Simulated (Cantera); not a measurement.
A closed system holds: 1 mol Fe₂O₃, 2.3 mol H₂O, 0.025 mol O₂, a varied amount of HCl, equilibrated at 775 K and 101000 Pa.

These are equilibrium values from Cantera (NASA tables, ideal gas, pure condensed phases), not measurements of a reactor. Candidate condensed phases: Fe, FeCl₂, FeCl₃, FeO, Fe(OH)₂, Fe(OH)₃, Fe₂O₃, Fe₃O₄, H₂O; 22 gas species. Condensed phases not in the tables: FeOCl. Equilibrium is a limit: real reactors are often held back by kinetics, nucleation or transport.

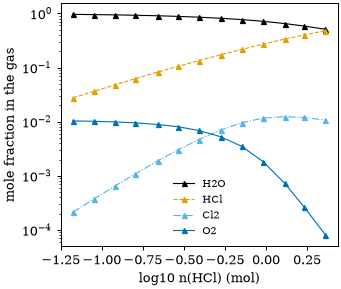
Fig. 1. Equilibrium gas composition (values under 1e-9 drawn at 1e-9)

Problem. Read off the mole fractions at 1.3 mol HCl.

Solution. H₂O about 0.65, HCl about 0.34, Cl₂ about 0.012, O₂ about 0.00073.
